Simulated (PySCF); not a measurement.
# GeH₉NSi₂: excited states, first hyperpolarisability

Aim: compute the excited states, first hyperpolarisability of GeH₉NSi₂ (`N[Si@H]([SiH3])[GeH3]`).

Programs: PySCF 2.14.0, with routines of our own; each step states its level. All values are computed. Atoms count from 0.

### 1 The starting structure

13 atoms, charge 0, multiplicity 1; geometry from: GFN2-xTB.

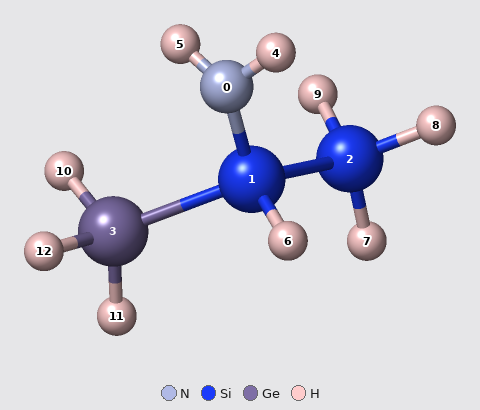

The starting geometry (nitrogen light blue, silicon blue, germanium purple, hydrogen pink).

### 2 Excited states: TDA CAM-B3LYP/def2-SVPD

What the job is given:

```
{"job": {"kind": "states", "xc": "CAM-B3LYP", "basis": "def2-SVPD", "tda": true, "soc": true, "nstates": 6, "ntriplets": 5, "nquad": 4}, "charge": 0, "multiplicity": 1}
N      0.026956     1.813079     0.904183
Si    -0.041181     0.572655    -0.300502
Si    -1.926684    -0.792560    -0.274345
Ge     1.946385    -0.633614     0.016140
H     -0.715753     2.490816     0.959423
H      0.337523     1.576541     1.832678
H      0.054738     1.334601    -1.556966
H     -1.890659    -1.807005    -1.330744
H     -3.167149    -0.030556    -0.462214
H     -2.089687    -1.515846     0.993854
H      2.045060    -1.370900     1.326607
H      2.162621    -1.741494    -0.975525
H      3.253442     0.104769    -0.028909
```

With the program's defaults for keys left out, this is: TDA CAM-B3LYP/def2-SVPD excited states, vertical, gas phase, spin-orbit mean-field couplings.

Started as:

```sh
$ OMP_NUM_THREADS=1 python excited_run.py task.json out
```

This one command runs all jobs of the session in turn.

What it wrote:

```text
coarse grid: 47608 points
cycle   1  E = -2715.7298029018  dE = -6.113e-01  |g| = 5.205e-01  |ddm| = 4.007e+00
cycle   2  E = -2715.7257510490  dE =  4.052e-03  |g| = 5.578e-01  |ddm| = 1.274e+00
cycle   3  E = -2715.7782989256  dE = -5.255e-02  |g| = 4.859e-02  |ddm| = 6.464e-01
cycle   4  E = -2715.7788271953  dE = -5.283e-04  |g| = 2.578e-02  |ddm| = 1.089e-01
cycle   5  E = -2715.7789418173  dE = -1.146e-04  |g| = 3.734e-03  |ddm| = 3.264e-02
cycle   6  E = -2715.7789452177  dE = -3.400e-06  |g| = 8.355e-04  |ddm| = 1.154e-02
final grid: 96232 points
cycle   7  E = -2715.7789182214  dE = -1.857e-07  |g| = 6.589e-04  |ddm| = 4.356e-03
cycle   8  E = -2715.7789182554  dE = -3.400e-08  |g| = 6.287e-04  |ddm| = 2.044e-03
cycle   9  E = -2715.7789183377  dE = -8.235e-08  |g| = 7.552e-05  |ddm| = 8.981e-04
cycle  10  E = -2715.7789183392  dE = -1.502e-09  |g| = 1.510e-05  |ddm| = 1.112e-04
cycle  11  E = -2715.7789183393  dE = -9.913e-11  |g| = 8.812e-06  |ddm| = 5.165e-05
converged SCF energy = -2715.7789183393

Singlet excitations
state   eV       nm        f     d(h-e)  d(exc)  Lambda  PR(NTO)  |dmu|/D   mu/D   main configurations
  1   5.5808   222.2   0.01251   0.253   3.115   0.557   1.033    0.175    1.708   H->L 0.93
  2   6.3173   196.3   0.08261   0.984   3.362   0.477   1.088    3.052    4.463   H->L+1 0.73, H->L+3 0.14
  3   6.8380   181.3   0.06267   0.778   3.387   0.484   1.694    2.492    2.705   H->L+2 0.29, H-1->L 0.21, H->L+3 0.17
  4   6.9455   178.5   0.02247   0.558   3.478   0.482   1.746    1.661    3.206   H->L+2 0.41, H-1->L 0.25, H->L+3 0.13
  5   7.0957   174.7   0.05828   0.477   3.605   0.512   2.060                     H->L+3 0.43, H-1->L 0.38
  6   7.2661   170.6   0.17591   0.948   3.785   0.486   1.226                     H->L+4 0.73

Triplet excitations (Tamm-Dancoff)
state   eV     d(h-e)  d(exc)  Lambda  PR(NTO)   main configurations
  1   5.0847   0.271   3.007   0.555   1.059   H->L 0.91
  2   5.6593   0.535   3.130   0.479   1.096   H->L+1 0.63, H->L+3 0.19
  3   6.2566   0.524   2.967   0.549   1.638   H-1->L 0.69
  4   6.4020   0.391   3.195   0.466   1.604   H->L+2 0.50, H->L+5 0.13, H-1->L 0.09
  5   6.6054   0.771   3.354   0.481   1.201   H->L+4 0.50, H->L+3 0.22
S1 - T1 = 0.4961 eV

Spin-orbit couplings |<S|Hso|T>| (cm-1)
             T1       T2       T3       T4       T5
S0       25.790   52.436   63.189   86.561   15.689
S1        2.787   19.691   19.079   16.697   14.689
S2       18.807    3.793    9.227   24.281    7.235
S3       15.212    9.280    5.734   20.156    6.862
S4       14.156   17.724    7.134   23.027   16.185
S5       29.491   18.577   18.214   12.930    4.209
S6        7.002   13.026   15.124    7.977    6.535
T1 sublevels (cm-1): 0.000 0.047 0.097   radiative rates (1/s): 13.7 26.7 726
```

Wall time 26 s (1 thread of Arm Neoverse V1, shared host); peak memory 0.75 GiB.

Key values:

| quantity | value |
| --- | --- |
| S1 less T1 | 0.50 eV |

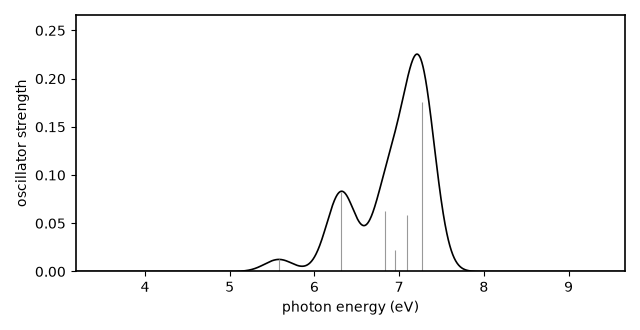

Absorption lines of the singlets. Lines are broadened to a width of 0.40 eV (Gaussian).

### 3 First hyperpolarisability: quadratic response CAM-B3LYP/def2-SVPD

The job, as its differences from that of step 2:

```diff
@@ -1,2 +1,2 @@
-{"job": {"kind": "states", "xc": "CAM-B3LYP", "basis": "def2-SVPD", "tda": true, "soc": true, "nstates": 6, "ntriplets": 5, "nquad": 4}, "charge": 0, "multiplicity": 1}
+{"job": {"kind": "beta", "xc": "CAM-B3LYP", "basis": "def2-SVPD", "wavelengths": [1907, 1064]}, "charge": 0, "multiplicity": 1}
 N      0.026956     1.813079     0.904183
```

Level: quadratic response CAM-B3LYP/def2-SVPD first hyperpolarisability, Taylor convention, gas phase.

What it wrote:

```text
coarse grid: 47608 points
cycle   1  E = -2715.7298029018  dE = -6.113e-01  |g| = 5.205e-01  |ddm| = 4.007e+00
cycle   2  E = -2715.7257510490  dE =  4.052e-03  |g| = 5.578e-01  |ddm| = 1.274e+00
cycle   3  E = -2715.7782989256  dE = -5.255e-02  |g| = 4.859e-02  |ddm| = 6.464e-01
cycle   4  E = -2715.7788271953  dE = -5.283e-04  |g| = 2.578e-02  |ddm| = 1.089e-01
cycle   5  E = -2715.7789418173  dE = -1.146e-04  |g| = 3.734e-03  |ddm| = 3.264e-02
cycle   6  E = -2715.7789452177  dE = -3.400e-06  |g| = 8.355e-04  |ddm| = 1.154e-02
final grid: 96232 points
cycle   7  E = -2715.7789182214  dE = -1.857e-07  |g| = 6.589e-04  |ddm| = 4.356e-03
cycle   8  E = -2715.7789182554  dE = -3.400e-08  |g| = 6.287e-04  |ddm| = 2.044e-03
cycle   9  E = -2715.7789183377  dE = -8.235e-08  |g| = 7.552e-05  |ddm| = 8.981e-04
cycle  10  E = -2715.7789183392  dE = -1.502e-09  |g| = 1.510e-05  |ddm| = 1.112e-04
cycle  11  E = -2715.7789183393  dE = -9.913e-11  |g| = 8.812e-06  |ddm| = 5.165e-05
converged SCF energy = -2715.7789183393

Lowest singlets (eV, f): 5.5509 0.0109  6.2837 0.0772  6.8141 0.0630

First hyperpolarisability (au)
process     nm      |vector|   parallel      HRS      DR
static         -      259.72      65.06     100.02   6.675
shg       1907.0      271.70       67.7     104.77   6.644
eope      1907.0      263.62      65.92          -       -
shg       1064.0      301.53      74.26     116.65    6.57
eope      1064.0      272.58      67.89          -       -
```

Run time: 23 s. Hardware: 1 thread of Arm Neoverse V1, shared host; peak memory 0.77 GiB.

### 4 Outcome

| quantity | value |
| --- | --- |
| S1 less T1 (step 2, TDA CAM-B3LYP/def2-SVPD) | 0.50 eV |
| β vector (step 3, quadratic response CAM-B3LYP/def2-SVPD) | static 260, SHG 1907.0 nm 272, SHG 1064.0 nm 302 au |

Scalar relativity is left out for the heavy atoms. In step 2, the number of triplets below S1 is 1, and the largest singlet-triplet spin-orbit coupling is S0–T4, 86.56 cm⁻¹. Steps that list no spin-orbit terms leave them out, which matters at and beside the heavy atoms. β grows from 260 au (static) to 302 au for doubling at 1064.0 nm: normal dispersion, which grows as twice the photon energy moves toward the bright states.
